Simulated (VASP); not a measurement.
Given:

```
CELL_PARAMETERS angstrom
      0.00000     3.26102     3.26102
      3.26102     0.00000     3.26102
      3.26102     3.26102     0.00000
ATOMIC_POSITIONS crystal
  Cd 0.00000 0.00000 0.00000
  Te 0.25000 0.25000 0.25000
```

Computed with vdW-DF-cx, VASP's PBE PAW potentials (set 64) (plane waves; VASP). Settings: 520 eV cut-off, 8×8×8 Γ-centred mesh, tetrahedra with Blöchl corrections, potentials Cd Te.

Unless said otherwise, spin-orbit coupling is left out, though it shifts the bands of the heavy elements here.

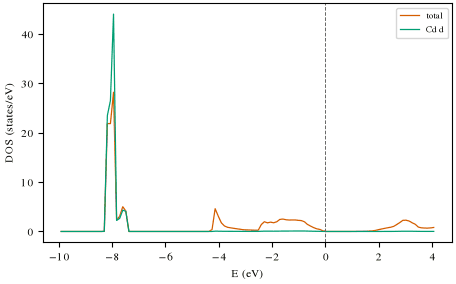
Figure. Total and projected density of states, zero at the valence-band maximum

Within 2 eV below the valence-band maximum the largest weight inside VASP's projection spheres is Te p.

The gap is direct, 0.62 eV, from the valence maximum at Γ to the conduction minimum at Γ.

The compound is CdTe in the zinc blende structure. It was relaxed first.
